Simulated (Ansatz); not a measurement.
**GePH5+ (doublet): the correlation ladder, cc-pVDZ**

Aim: climb from Hartree-Fock through coupled cluster and multireference methods for GePH5+ (doublet) at one geometry and basis, and see what each rung misses.

Program: Ansatz 0.2.0, Gaussian basis. Level of theory: cc-pVDZ, core rule «outside noble gas», up to 19 orbitals frozen. These are calculated values, not measurements.

To be run: UHF; CCSD(T) on ROHF; CCSD(T) on UHF; BCCD(T) on ROHF; CISD; CCSDT(Q) on ROHF; CCSDT(Q) on UHF; CASSCF and MRCISD+Q, 9 electrons in 9 orbitals; CASSCF and NEVPT2, 9 electrons in 9 orbitals.

12 further runs of the same task are left out: 6 that didn't finish, 6 set aside as unsound or not needed.

### Step 1. The geometry

The geometry is a PBE0/def2-TZVP stationary point (not a proven minimum) of the parent state, kept for this charge and spin. No spin-orbit coupling is included. The filled d shell of Ge may be among the frozen orbitals whatever the setting's name suggests; the logs give the count.

7 atoms, charge 1, spin multiplicity 2.

Atoms are counted from 1 here; the program's logs count them from 0.

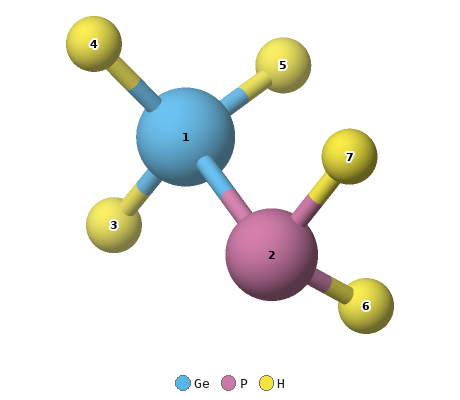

The geometry (germanium blue, phosphorus pink, hydrogen yellow); atoms are numbered from 1 in the order of the file.

### Step 2. UHF

The input, in.yaml:

```yaml
crystal:
  periodic: [false, false, false]
  atoms:
    - {symbol: Ge, position_ang: [-0.019400, 0.000000, 0.692332]}
    - {symbol: P, position_ang: [0.103187, -0.000001, -1.626866]}
    - {symbol: H, position_ang: [0.708145, -1.251254, 1.209657]}
    - {symbol: H, position_ang: [0.708144, 1.251256, 1.209656]}
    - {symbol: H, position_ang: [-1.462963, 0.000000, 1.222775]}
    - {symbol: H, position_ang: [-0.863073, -1.031331, -1.771848]}
    - {symbol: H, position_ang: [-0.863074, 1.031328, -1.771848]}
basis:
  gaussian: {orbitals: cc-pVDZ}
total_charge: 1
magnetization: {spin_polarized: true, initial_magnetization: 1}
hamiltonian: {xc: hf}
output: {orbitals: {seedname: orbitals}}
```

The run is started by

```
$ ansatz run in.yaml --threads 1 --pin off --events-out ev --progress --plain --max-ram 2393MiB
```

After this run come: CCSD(T) on ROHF; CCSD(T) on UHF; BCCD(T) on ROHF; CISD; CCSDT(Q) on ROHF; CCSDT(Q) on UHF; CASSCF and MRCISD+Q, 9 electrons in 9 orbitals; CASSCF and NEVPT2, 9 electrons in 9 orbitals.

Before running them: what should the planned runs give, taken together? Wanted: UCCSDT(Q) below the RHF energy; RMP2 from UCCSDT(Q); UMP2 from UCCSDT(Q); RCCSD from UCCSDT(Q); RCCSD(T) from UCCSDT(Q); UCCSD(T) from UCCSDT(Q); RCCSDT(Q) from UCCSDT(Q); NEVPT2 frontier from UCCSDT(Q); MRCISD+Q frontier from UCCSDT(Q).

As calculated:

| quantity | value |
| --- | --- |
| UCCSDT(Q) below the RHF energy | -7.0637 eV |
| RMP2 from UCCSDT(Q) | +34.89 kcal/mol |
| UMP2 from UCCSDT(Q) | +34.83 kcal/mol |
| RCCSD from UCCSDT(Q) | +5.02 kcal/mol |
| RCCSD(T) from UCCSDT(Q) | +0.99 kcal/mol |
| UCCSD(T) from UCCSDT(Q) | +0.99 kcal/mol |
| RCCSDT(Q) from UCCSDT(Q) | +0.02 kcal/mol |
| NEVPT2 frontier from UCCSDT(Q) | +31.89 kcal/mol |
| MRCISD+Q frontier from UCCSDT(Q) | +1.07 kcal/mol |
| levels within 1 kcal/mol (43 meV) | RCCSD(T), UCCSD(T), BCCD(T), RCCSDT, UCCSDT, RCCSDT(Q) |
| T1 diagnostic | 0.023 |

What this shows: RCCSD(T) misses by +0.99 kcal/mol, 0.6 % of the correlation energy. Of the multireference levels listed MRCISD+Q frontier comes nearest in total energy (+1.07 kcal/mol), which doesn't show that its space is the better one. These misses are within one basis, not against nature; the frozen cores of restricted and unrestricted runs differ, which can shift their rows.
